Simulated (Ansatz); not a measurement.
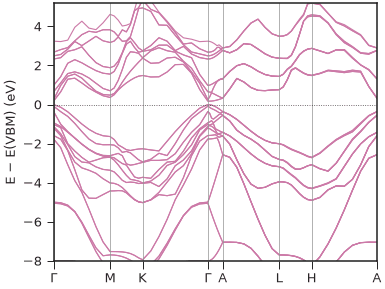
*Band structure from DFT-r²SCAN with spin–orbit coupling in the program Ansatz with PAW potentials*

Q: Read off the gap and where the band edges lie.

A: About 0.2 eV (0.17 eV by a search for the band edges); maximum at Γ, minimum on the Γ–A line, 10 % of the way from Γ.

The material is Ge in space group P6_3/mmc (No. 194; Ge on 4e, Ge on 4f).

The first step of the workflow began from a Materials Project structure, measured or hypothetical; the Crystallography Open Database copy checked does not list it. It is not the phase usual at ambient conditions (space group No. 227). The cell was relaxed with r²SCAN under the symmetry of its start; phonons on a q-mesh show no instability.

Potentials: the later of the program's two PAW sets.
